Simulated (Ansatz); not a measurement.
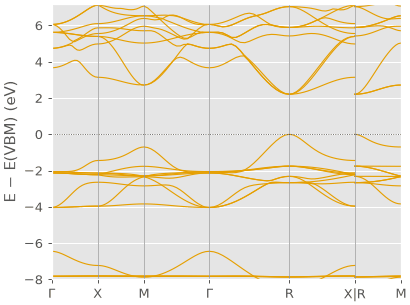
Figure. Band structure from PBE in the plane-wave PAW code Ansatz

Problem. Read off the gap and where the band edges lie.

Solution. About 2.2 eV (2.21 eV by a search for the band edges); maximum at R, minimum at R.

The material is CsPbCl$_{3}$ (cubic perovskite, Pm-3m).

This is a known high-temperature phase of the composition, computed here at zero pressure and temperature. Symmetry was held in the PBE relaxation; its stability against distortions is not shown here. Scalar-relativistic: spin–orbit coupling is off unless named, which matters more the heavier the elements.

Potentials: the later of the program's two PAW sets.
